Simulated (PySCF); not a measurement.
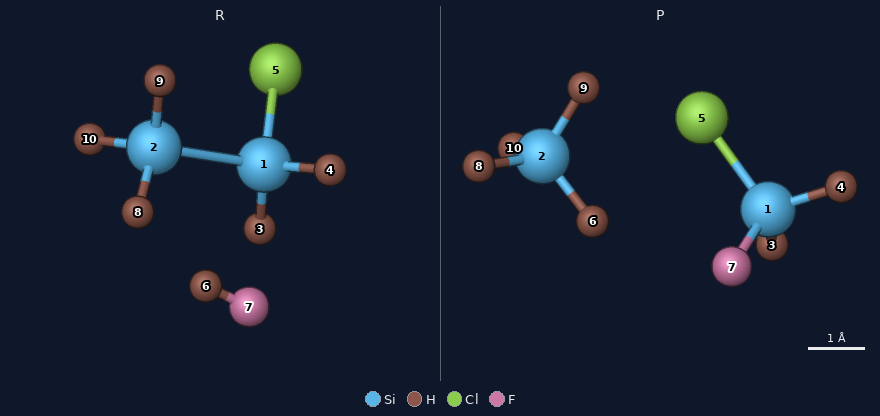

Reactant (R) and product (P) of one elementary step of Si2H6ClF. A ball-and-stick model, seen at a tilt.

Stationary points at PBE0-D4/def2-TZVP, single-point energies with PBE0-D4, wB97M-V, PBE-D4 (def2-TZVPP where no basis is named; PySCF 2.14.0). The energies are electronic, without zero-point or thermal terms, and both ends are the relaxed geometries reached downhill from the saddle, with any fragments still in contact.

R:
```xyz
10

Si   -0.3252   -0.9300   -0.8038
Si   -0.4473    1.1697    0.2283
H    -0.5783   -2.0405    0.1416
H     0.9491   -1.1298   -1.5302
Cl   -1.8511   -0.9375   -2.2017
H     1.6887   -0.1016    1.4876
F     1.9573   -0.9602    1.2660
H     0.6078    1.3349    1.2816
H    -0.2399    2.2511   -0.7678
H    -1.7608    1.3438    0.8984
```

P:
```xyz
10

Si    0.2876   -2.2345   -0.9416
Si   -0.2248    2.1262    0.9385
H    -0.4309   -3.4349   -0.4735
H     1.1396   -2.4755   -2.1214
Cl   -1.0752   -0.7920   -1.4008
H     0.7663    1.0629    1.2330
F     1.2091   -1.7100    0.2418
H     0.0366    3.3040    1.8060
H    -0.1128    2.5338   -0.4849
H    -1.5953    1.6199    1.2028
```

Q: Predict the saddle point between them and the barrier.

A: Counted by bonded pieces, R holds HF + Si₂H₅Cl and P holds SiH₂ClF + SiH₄. From R over the saddle to P, bonds form: Si1–F7 (3.08 → 1.93 → 1.59 Å), Si2–H6 (2.79 → 1.79 → 1.48 Å). Bonds break: Si1–Si2 (2.34 → 2.61 → 4.78 Å), H6–F7 (0.93 → 1.22 → 2.98 Å). The saddle has one imaginary mode, 1086i cm⁻¹. The end P keeps a soft imaginary mode of 35i cm⁻¹, so it isn't quite a minimum. With PBE0-D4 the barrier is 138.9 kJ/mol from R and 256.5 kJ/mol from P, and P lies 117.6 kJ/mol below R.

```tsv
level	barrier from R (kJ/mol)	barrier from P (kJ/mol)	P less R (kJ/mol)
PBE0-D4	138.9	256.5	−117.6
wB97M-V	143.2	282.8	−139.6
PBE-D4	116.5	226.9	−110.4
```

Saddle geometry:

```xyz
10

Si    0.1192   -1.1188   -0.5005
Si   -0.2881    1.2789    0.4331
H    -0.4893   -2.2500    0.2145
H     1.1282   -1.2914   -1.5556
Cl   -1.5343   -0.5415   -1.6992
H     0.8325   -0.0894    0.7084
F     1.5324   -1.0828    0.8091
H     0.5189    1.9126    1.5178
H    -0.1332    2.0561   -0.8135
H    -1.6859    1.1262    0.8858
```

The saddle point in the same view, with dashed sticks for the bonds that form or break:

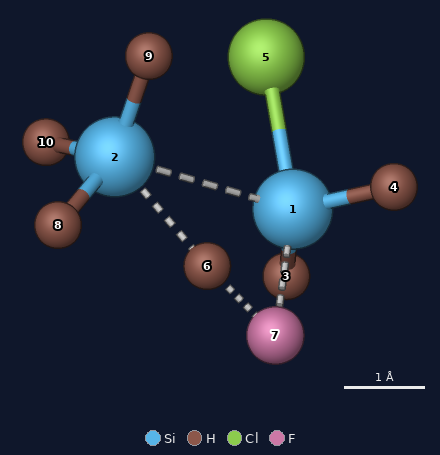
